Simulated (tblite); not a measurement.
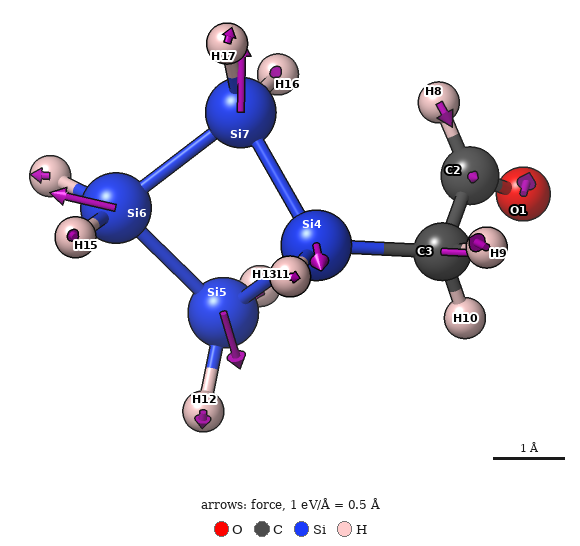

Starting geometry of C₂H₁₀OSi₄ with the computed forces as purple arrows. The picture is a ball-and-stick view, seen face on.

The calculation used tblite, GFN2-xTB geometry optimisation, gas phase. 

Q: What follows when this structure is relaxed?

A: It isn't relaxed: the largest force vector, on C atoms, is 2.10 eV/Å. The final displacements have little in common with the starting forces (cosine between the two patterns 0.02). The energy falls by 33.4 kcal/mol in 135 geometry steps. The O atom moves most after the best rigid fit: 2.26 Å. By element the largest moves are O 2.26 Å, H 1.96 Å, Si 0.92 Å, C 0.78 Å. Near-neighbour distances that change, for instance: Si–Si 3.013 → 3.357 Å, Si–Si 2.220 → 2.358 Å, Si–Si 2.235 → 2.367 Å, C–Si 1.839 → 1.963 Å. Bond angles that change, for instance: C–Si–H 116.8° → 99.1°, Si–Si–H 111.4° → 127.8°, H–Si–H 117.0° → 103.0°. Groups turn about C–C by about 70°, Si–Si by about 50°, Si–Si by about 45°. Cost: 1.4 s on 1 thread of Arm Neoverse V1 (shared host).
